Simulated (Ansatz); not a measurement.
## CH5GaS: one change and its effect

System: CH5GaS, SMILES [CH3][GaH][SH].
Method of run 1: RKS PBE0-D4/def2-TZVPP (Ansatz 0.2.0).

The geometry comes from this level: PBE0-D4/def2-TZVP. Text and figures count atoms from 1; the logs count them from 0 in places.

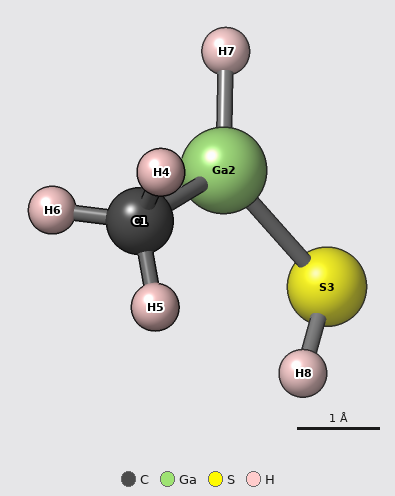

Figure 1. The structure (ball-and-stick view, seen at a tilt; atoms are numbered from 1 in the order of the input). Sticks mark near contacts.

**The input, run 1**
```yaml
crystal:
  periodic: [false, false, false]
  atoms:
    - {symbol: C, position_ang: [-0.822553, 0.630345, -0.510682]}
    - {symbol: Ga, position_ang: [0.973553, 0.037588, 0.003719]}
    - {symbol: S, position_ang: [1.217461, -1.725938, 1.309052]}
    - {symbol: H, position_ang: [-0.967201, 1.675385, -0.226068]}
    - {symbol: H, position_ang: [-1.600865, 0.027156, -0.042948]}
    - {symbol: H, position_ang: [-0.936332, 0.569333, -1.595989]}
    - {symbol: H, position_ang: [2.326347, 0.695612, -0.424363]}
    - {symbol: H, position_ang: [-0.098211, -1.966581, 1.431377]}
basis:
  gaussian: {orbitals: def2-TZVPP}
hamiltonian: {xc: pbe0, dispersion: d4}
output: {orbitals: {seedname: orbitals}}
```

Hardware: 2 CPU threads, shared host.

**Output (run 1)**
```
Functional definition: PBE0
  parameter a = 0.25
  parameter kappa = 0.804
  parameter beta = 0.06672455060314922
  exchange = (1 - a)*pbe_x(kappa = kappa, mu = beta*pi^2/3) + a*exact_x
  correlation = pbe_c(beta = beta)
1203 factors; their error is unknown
mean field evaluation 1: about -64315.0266 eV, gradient 5.6e1 eV
mean field evaluation 2: about -64311.3699 eV, gradient 6.7e1 eV
mean field evaluation 4: about -64321.5277 eV, gradient 3.0e0 eV
mean field evaluation 8: about -64321.5409 eV, gradient 3.9e-2 eV
mean field evaluation 16: about -64321.7329 eV, gradient 2.4e-5 eV
mean field -64321.73289374 eV, -2363.7800850084 hartree, gradient 2.4e-5 eV, S^2 0.000000; 0 other end points of the search recorded, 0 dependent functions left out
reference -64321.73292292 eV, -2363.7800860808 hartree; 29, 29 occupied and 162, 162 virtual orbitals, 1203 factors
Total energy: -64321.86094992 eV, -2363.7847909862 hartree
```

The input of run 2 differs as follows (lines with − go, lines with + come):
```diff
-  gaussian: {orbitals: def2-TZVPP}
+  gaussian: {orbitals: def2-SVP}
```

How does run 2 compare with run 1?

The total energy of run 2 is 270.7 kcal/mol higher, which measures the change of basis and not a stability. The HOMO goes from −7.52 to −7.41 eV. The LUMO goes from −1.06 to −0.95 eV. The basis functions go from 191 to 89.

**Output (run 2)**
```
Functional definition: PBE0
  parameter a = 0.25
  parameter kappa = 0.804
  parameter beta = 0.06672455060314922
  exchange = (1 - a)*pbe_x(kappa = kappa, mu = beta*pi^2/3) + a*exact_x
  correlation = pbe_c(beta = beta)
890 factors; integrals over basis functions are off by at most 1.2e-3 eV
mean field evaluation 1: about -64304.8498 eV, gradient 4.7e1 eV
mean field evaluation 2: about -64302.3343 eV, gradient 5.6e1 eV
mean field evaluation 4: about -64309.9336 eV, gradient 1.6e0 eV
mean field evaluation 8: about -64309.9931 eV, gradient 9.2e-2 eV
mean field evaluation 16: about -64309.9932 eV, gradient 6.9e-5 eV
mean field -64309.99315175 eV, -2363.3486574478 hartree, gradient 6.9e-5 eV, S^2 0.000000; 0 other end points of the search recorded, 0 dependent functions left out
reference -64309.99317890 eV, -2363.3486584456 hartree; 29, 29 occupied and 60, 60 virtual orbitals, 890 factors
Total energy: -64310.12120590 eV, -2363.3533633510 hartree
```

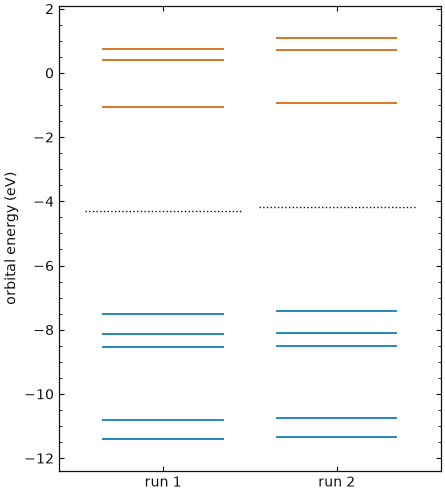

Figure 2. The five highest filled and three lowest empty orbital energies of the two runs; the dotted lines part filled from empty levels. The HOMO–LUMO gap is 6.46 eV in run 1 and 6.46 eV in run 2.

**The two runs side by side**

| quantity | run 1 | run 2 |
| --- | --- | --- |
| outcome | converged | converged |
| total energy (hartree) | −2363.784791 | −2363.353363 |
| HOMO (eV) | −7.52 | −7.41 |
| LUMO (eV) | −1.06 | −0.95 |
| basis functions | 191 | 89 |
| wall time (shared host) | 3.9 s | 2.1 s |
